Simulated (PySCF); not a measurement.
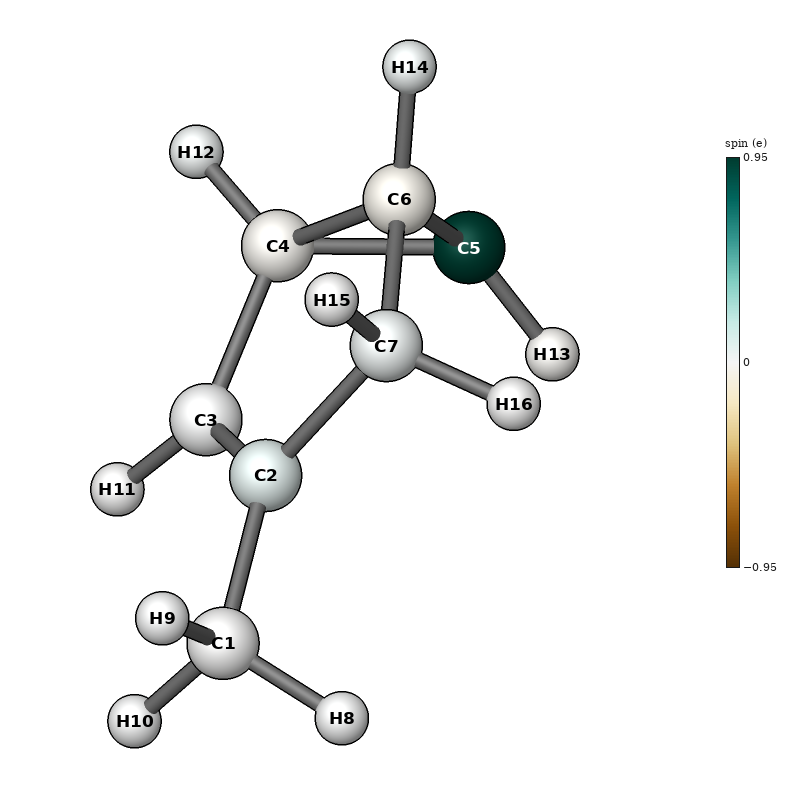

Atoms are coloured by their Mulliken spin populations. Charge 0, doublet. The geometry was computed by an optimisation with GFN2-xTB. No frequency run is at hand to confirm it as a minimum. Properties computed with UKS B3LYP, pcH-1 on C H, non-relativistic (PySCF 2.14.0).

List the Mulliken spin populations.

| atom | value (e) |
| --- | --- |
| C1 | 0.00 |
| C2 | 0.06 |
| C3 | 0.00 |
| C4 | −0.03 |
| C5 | 0.95 |
| C6 | −0.04 |
| C7 | 0.02 |
| H8 | 0.01 |
| H9 | 0.00 |
| H10 | 0.00 |
| H11 | 0.00 |
| H12 | 0.02 |
| H13 | −0.02 |
| H14 | 0.03 |
| H15 | 0.00 |
| H16 | 0.00 |

Mulliken values depend strongly on the basis set.
